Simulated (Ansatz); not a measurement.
Geometry relaxation, with input and output: C2H6S2

System: C2H6S2.
Method: RKS BLYP-D4/cc-pVDZ (Ansatz 0.2.0).

It belongs to a series of runs on one base structure; here: end point A relaxed. Figures and captions count atoms from 1; the log counts them from 0 in places.

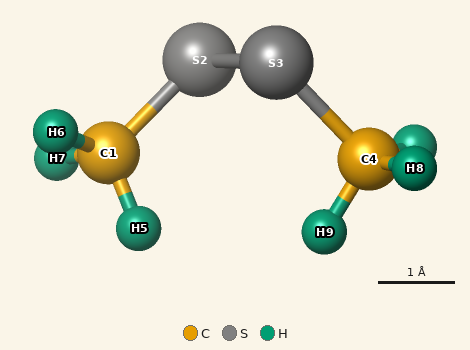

Fig. 1: The starting structure (ball-and-stick view, seen at a tilt; atoms are numbered from 1 in the order of the input). Bond lengths as drawn: C–H 1.02 to 1.14 Å, C–S 1.75 to 1.79 Å and S–S 2.04 Å.

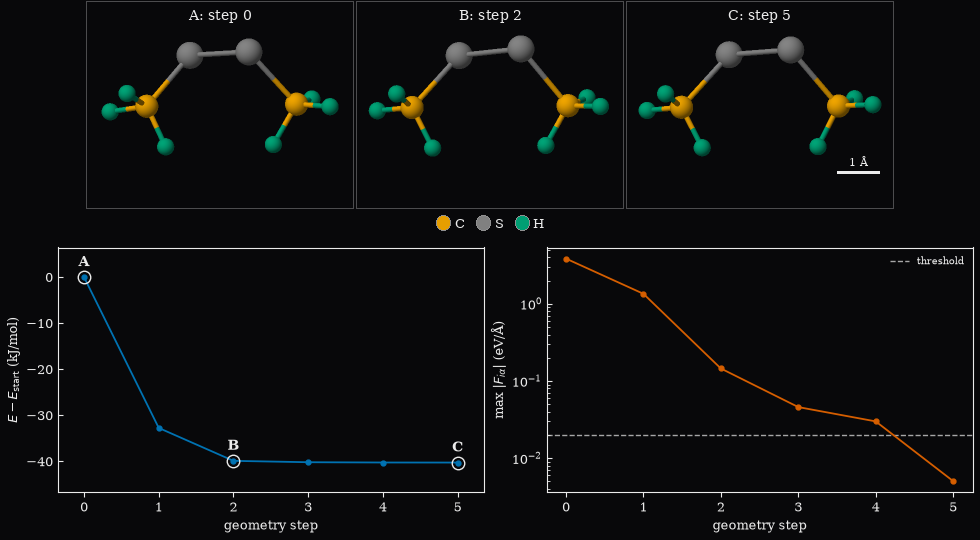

Fig. 2: Frames of the relaxation (ball-and-stick view, seen on its broad side) above the curves, on which the letters mark them (the first geometry is step 0 here and step 1 in the log).

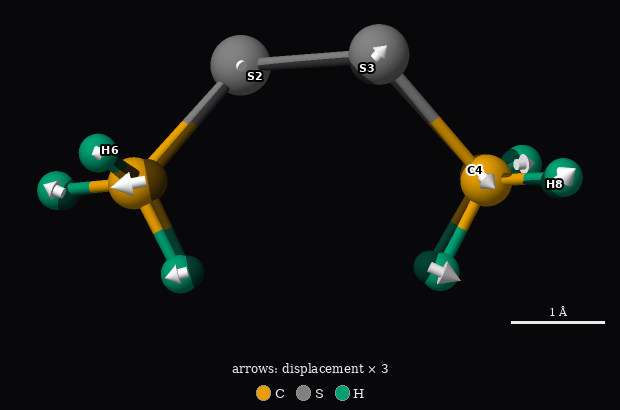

Fig. 3: Start (faint) and end (solid) with the displacements as white arrows, magnified 3 times (ball-and-stick view, seen on its broad side). The two geometries are laid on each other by the best rigid fit. The energy falls by 40.2 kJ/mol in 5 geometry steps. Largest force component: 3.8 eV/Å at the start, 0.0051 eV/Å at the end. The largest move after the best rigid fit is that of C1, 0.13 Å. By element the largest moves are C 0.13 Å, H 0.12 Å, S 0.07 Å. Distances before and after: C1–S2 1.755 → 1.858 Å, C4–H10 1.022 → 1.106 Å, S2–S3 2.042 → 2.113 Å, S3–C4 1.795 → 1.858 Å. Among the angles that change: H6–C1–H7 103.0° → 109.7°, S3–C4–H9 105.2° → 110.9°, H8–C4–H9 105.1° → 109.3°. (Atoms are counted from 1 in the order of the input.)

The input that produced these results follows, with the program's output.

**The input**
```yaml
crystal:
  periodic: [false, false, false]
  atoms:
    - { symbol: C, position_ang: [-0.9952, 1.4437, -0.3005] }
    - { symbol: S, position_ang: [0.7524, 1.3735, -0.156] }
    - { symbol: S, position_ang: [0.9364, -0.1172, 1.2281] }
    - { symbol: C, position_ang: [0.9579, -1.5959, 0.2109] }
    - { symbol: H, position_ang: [-1.4573, 0.5394, -0.6971] }
    - { symbol: H, position_ang: [-1.4984, 1.7639, 0.6462] }
    - { symbol: H, position_ang: [-1.2624, 2.2769, -1.0278] }
    - { symbol: H, position_ang: [1.0391, -2.4694, 0.8465] }
    - { symbol: H, position_ang: [-0.0806, -1.6574, -0.2458] }
    - { symbol: H, position_ang: [1.6912, -1.6088, -0.5015] }
basis:
  gaussian: { orbitals: cc-pVDZ }
hamiltonian:
  xc: blyp
  dispersion: d4
relax:
  f_tol: 0.02
  max_steps: 50
```

Launch command:
```bash
ansatz run input.yaml --threads 2 --pin off --max-ram 3072MiB --backend cpu --events-out ev --progress --plain --runs-dir out
```

**Log**
```
The last accepted step is kept in [file] (removed where the run ends without a failure and the disk answers)
Engine: ansatz 0.2.0, x86_64-unknown-linux-gnu
Functional definition: BLYP
  parameter beta = 0.0042
  parameter a = 0.04918
  parameter b = 0.132
  parameter c = 0.2533
  parameter d = 0.349
  exchange = b88_x(beta = beta)
  correlation = lyp_c(a = a, b = b, c = c, d = d)
1210 factors; their error is unknown
mean field evaluation 1: about -23829.9891 eV, gradient 6.6e1 eV
mean field evaluation 2: about -23812.5567 eV, gradient 9.8e1 eV
mean field evaluation 4: about -23840.7185 eV, gradient 4.3e0 eV
mean field evaluation 8: about -23840.7809 eV, gradient 5.5e-2 eV
mean field evaluation 16: about -23840.7372 eV, gradient 1.2e-4 eV
mean field -23840.73715279 eV, -876.1309305330 hartree, gradient 3.3e-5 eV, S^2 0.000000; 0 other end points of the search recorded, 0 dependent functions left out
the calculation of the forces begins
reference -23840.73745961 eV, -876.1309418085 hartree; 25, 25 occupied and 69, 69 virtual orbitals, 1210 factors
relax step   1: F+E_penalty+E_count = -23841.23447715 eV  Δ(F+E_penalty+E_count) = +0.000e0 eV  max|allowed force component| = 3.845e0 eV/Å  Δτ_max = 0.0000 Å  (28 SCF iters, accepted)
these checks for a lower state are left out or cut short: starts, cluster_reference, orbital_swaps, neighbouring_geometries, increment
1210 factors; their error is unknown
mean field -23841.09175862 eV, -876.1439620570 hartree, gradient 1.3e-5 eV, S^2 0.000000; 0 other end points of the search recorded, 0 dependent functions left out
the calculation of the forces begins
reference -23841.09207122 eV, -876.1439735447 hartree; 25, 25 occupied and 69, 69 virtual orbitals, 1210 factors
relax step   2: F+E_penalty+E_count = -23841.57372631 eV  Δ(F+E_penalty+E_count) = -3.392e-1 eV  max|allowed force component| = 1.346e0 eV/Å  Δτ_max = 0.1335 Å  (29 SCF iters, accepted)
these checks for a lower state are left out or cut short: starts, cluster_reference, orbital_swaps, neighbouring_geometries, increment
1210 factors; their error is unknown
mean field evaluation 32: about -23841.1666 eV, gradient 1.0e-5 eV
mean field -23841.16664123 eV, -876.1467139422 hartree, gradient 1.0e-5 eV, S^2 0.000000; 0 other end points of the search recorded, 0 dependent functions left out
the calculation of the forces begins
reference -23841.16695672 eV, -876.1467255361 hartree; 25, 25 occupied and 69, 69 virtual orbitals, 1210 factors
relax step   3: F+E_penalty+E_count = -23841.64771522 eV  Δ(F+E_penalty+E_count) = -7.399e-2 eV  max|allowed force component| = 1.452e-1 eV/Å  Δτ_max = 0.1144 Å  (30 SCF iters, accepted)
these checks for a lower state are left out or cut short: starts, cluster_reference, orbital_swaps, neighbouring_geometries, increment
1210 factors; their error is unknown
mean field -23841.17173383 eV, -876.1469010915 hartree, gradient 1.5e-5 eV, S^2 0.000000; 0 other end points of the search recorded, 0 dependent functions left out
the calculation of the forces begins
reference -23841.17204989 eV, -876.1469127067 hartree; 25, 25 occupied and 69, 69 virtual orbitals, 1210 factors
relax step   4: F+E_penalty+E_count = -23841.65080645 eV  Δ(F+E_penalty+E_count) = -3.091e-3 eV  max|allowed force component| = 4.595e-2 eV/Å  Δτ_max = 0.0550 Å  (29 SCF iters, accepted)
these checks for a lower state are left out or cut short: starts, cluster_reference, orbital_swaps, neighbouring_geometries, increment
1210 factors; their error is unknown
mean field -23841.17195134 eV, -876.1469090850 hartree, gradient 1.6e-5 eV, S^2 0.000000; 0 other end points of the search recorded, 0 dependent functions left out
the calculation of the forces begins
reference -23841.17226642 eV, -876.1469206641 hartree; 25, 25 occupied and 69, 69 virtual orbitals, 1210 factors
relax step   5: F+E_penalty+E_count = -23841.65142550 eV  Δ(F+E_penalty+E_count) = -6.190e-4 eV  max|allowed force component| = 2.998e-2 eV/Å  Δτ_max = 0.0339 Å  (29 SCF iters, accepted)
these checks for a lower state are left out or cut short: starts, cluster_reference, orbital_swaps, neighbouring_geometries, increment
1210 factors; their error is unknown
mean field -23841.17219971 eV, -876.1469182126 hartree, gradient 2.2e-5 eV, S^2 0.000000; 0 other end points of the search recorded, 0 dependent functions left out
the calculation of the forces begins
reference -23841.17251476 eV, -876.1469297902 hartree; 25, 25 occupied and 69, 69 virtual orbitals, 1210 factors
relax step   6: F+E_penalty+E_count = -23841.65155582 eV  Δ(F+E_penalty+E_count) = -1.303e-4 eV  max|allowed force component| = 5.056e-3 eV/Å  Δτ_max = 0.0081 Å  (24 SCF iters, accepted)
1210 factors; their error is unknown
mean field evaluation 64: about -23841.1722 eV, gradient 2.2e-2 eV
mean field -23841.17219971 eV, -876.1469182125 hartree, gradient 2.4e-5 eV, S^2 0.000000; 1 other end points of the search recorded, 0 dependent functions left out
the calculation of the forces begins
reference -23841.17251476 eV, -876.1469297902 hartree; 25, 25 occupied and 69, 69 virtual orbitals, 1210 factors
Total energy: -23841.65187087 eV, -876.1645458023 hartree
Atom 0 at    -1.083709     1.535405    -0.321253 Å, force    -0.000015     0.002318     0.000479 eV/Å
Atom 1 at     0.763015     1.402916    -0.169790 Å, force    -0.003925     0.002953    -0.001704 eV/Å
Atom 2 at     0.990632    -0.131193     1.265022 Å, force     0.000677    -0.005056     0.000138 eV/Å
Atom 3 at     0.937895    -1.665649     0.219338 Å, force     0.002214    -0.000899     0.000724 eV/Å
Atom 4 at    -1.516266     0.598753    -0.720752 Å, force     0.001463    -0.002615    -0.001804 eV/Å
Atom 5 at    -1.533912     1.783373     0.657697 Å, force     0.000684    -0.000622     0.000679 eV/Å
Atom 6 at    -1.269481     2.360327    -1.038841 Å, force     0.001718     0.000831    -0.000223 eV/Å
Atom 7 at     1.087792    -2.513056     0.918898 Å, force     0.001025     0.000836     0.001439 eV/Å
Atom 8 at    -0.044522    -1.771616    -0.278254 Å, force    -0.003379     0.000889     0.000705 eV/Å
Atom 9 at     1.751656    -1.650559    -0.529065 Å, force    -0.000461     0.001366    -0.000432 eV/Å
Dipole moment:    -0.279779    -0.206458    -0.176277 e Å
```

**Trajectory as extended XYZ (Å, eV, eV/Å), 6 frames, from step=1 to step=6**
```
10
Properties=species:S:1:pos:R:3:forces:R:3 step=1 energy=-23841.23448
C    -0.9952    1.4437   -0.3005   -2.2611   1.7454  -0.3847
S     0.7524    1.3735   -0.1560    1.5118   0.6720  -0.5836
S     0.9364   -0.1172    1.2281    0.7212   0.0050   1.7106
C     0.9579   -1.5959    0.2109   -3.8446  -0.3066   0.9079
H    -1.4573    0.5394   -0.6971   -0.1667  -0.5859  -0.0948
H    -1.4984    1.7639    0.6462    0.1988  -0.3521  -0.1163
H    -1.2624    2.2769   -1.0278    0.3581  -0.5161   0.2750
H     1.0391   -2.4694    0.8465    0.2044  -0.5852   0.7062
H    -0.0806   -1.6574   -0.2458    0.8529  -0.1942  -0.0683
H     1.6912   -1.6088   -0.5015    2.4253   0.1178  -2.3520
10
Properties=species:S:1:pos:R:3:forces:R:3 step=2 energy=-23841.57373
C    -1.0487    1.5124   -0.3240   -1.3461   0.3645   0.0856
S     0.7288    1.3807   -0.1258    1.2115   0.2258  -0.1014
S     1.0456   -0.1582    1.2931   -0.1856   0.3669   0.1260
C     0.9465   -1.6331    0.2199   -0.9998  -0.4616   0.1652
H    -1.5093    0.5899   -0.7161   -0.0210  -0.1870  -0.0555
H    -1.5509    1.7936    0.6285    0.0680  -0.0677  -0.0998
H    -1.2591    2.3303   -1.0644    0.2892  -0.2469   0.2139
H     1.0845   -2.5073    0.8791    0.1029  -0.1528   0.1508
H    -0.0665   -1.7310   -0.2430    0.2944   0.0974   0.0862
H     1.7122   -1.6285   -0.5443    0.5865   0.0613  -0.5711
10
Properties=species:S:1:pos:R:3:forces:R:3 step=3 energy=-23841.64771
C    -1.0870    1.5167   -0.3102    0.0120   0.0431  -0.1093
S     0.7625    1.3994   -0.2061   -0.0025  -0.0472   0.1452
S     1.0235   -0.1161    1.2561    0.0086   0.0846  -0.1148
C     0.9407   -1.6497    0.2156    0.0256  -0.0269   0.0247
H    -1.5218    0.5828   -0.7152    0.0008   0.0035   0.0226
H    -1.5275    1.7580    0.6747    0.0359  -0.0072   0.0172
H    -1.2818    2.3466   -1.0204   -0.0430  -0.0071   0.0067
H     1.0072   -2.4969    0.9262   -0.0133  -0.0501   0.0177
H    -0.0224   -1.6974   -0.3255   -0.0019  -0.0290  -0.0078
H     1.7897   -1.6947   -0.4924   -0.0223   0.0362  -0.0022
10
Properties=species:S:1:pos:R:3:forces:R:3 step=4 energy=-23841.65081
C    -1.0889    1.5371   -0.3188   -0.0136  -0.0256   0.0188
S     0.7581    1.4013   -0.1821    0.0333  -0.0238   0.0180
S     0.9977   -0.1306    1.2595   -0.0098   0.0459  -0.0094
C     0.9444   -1.6677    0.2188   -0.0093   0.0299  -0.0353
H    -1.5249    0.5965   -0.7060   -0.0047   0.0124   0.0001
H    -1.5274    1.7914    0.6642   -0.0089   0.0016  -0.0145
H    -1.2833    2.3567   -1.0410    0.0170  -0.0104   0.0131
H     1.0573   -2.5179    0.9213   -0.0020   0.0025   0.0129
H    -0.0270   -1.7480   -0.3042   -0.0008  -0.0287   0.0000
H     1.7770   -1.6701   -0.5088   -0.0013  -0.0038  -0.0037
10
Properties=species:S:1:pos:R:3:forces:R:3 step=5 energy=-23841.65143
C    -1.0847    1.5358   -0.3201   -0.0026   0.0111  -0.0113
S     0.7625    1.3993   -0.1737   -0.0197   0.0231  -0.0102
S     0.9879   -0.1302    1.2635    0.0102  -0.0300   0.0048
C     0.9396   -1.6658    0.2187   -0.0018  -0.0108   0.0124
H    -1.5219    0.6006   -0.7181    0.0079  -0.0052   0.0008
H    -1.5323    1.7864    0.6594    0.0057  -0.0021   0.0024
H    -1.2699    2.3607   -1.0379    0.0004   0.0021  -0.0007
H     1.0842   -2.5123    0.9204    0.0024  -0.0013   0.0017
H    -0.0400   -1.7721   -0.2843   -0.0029   0.0062   0.0008
H     1.7578   -1.6537   -0.5249    0.0004   0.0069  -0.0007
10
Properties=species:S:1:pos:R:3:forces:R:3 step=6 energy=-23841.65156
C    -1.0837    1.5354   -0.3213    0.0000   0.0023   0.0005
S     0.7630    1.4029   -0.1698   -0.0039   0.0030  -0.0017
S     0.9906   -0.1312    1.2650    0.0007  -0.0051   0.0001
C     0.9379   -1.6656    0.2193    0.0022  -0.0009   0.0007
H    -1.5163    0.5988   -0.7208    0.0015  -0.0026  -0.0018
H    -1.5339    1.7834    0.6577    0.0007  -0.0006   0.0007
H    -1.2695    2.3603   -1.0388    0.0017   0.0008  -0.0002
H     1.0878   -2.5131    0.9189    0.0010   0.0008   0.0014
H    -0.0445   -1.7716   -0.2783   -0.0034   0.0009   0.0007
H     1.7517   -1.6506   -0.5291   -0.0005   0.0014  -0.0004
```

**Results in brief**

| quantity | value |
| --- | --- |
| outcome | converged |
| total energy | −23841.6519 eV |
| mean-field energy | −23841.1725 eV |
| largest force (length of the vector) at the end | 0.005 eV/Å |
| hardware | 2 threads of AMD EPYC (Zen 5), 16 GiB of memory available, shared host |
| wall time | 4.1 s (CPU time 7.8 s) |
| peak memory | 0.16 GiB |
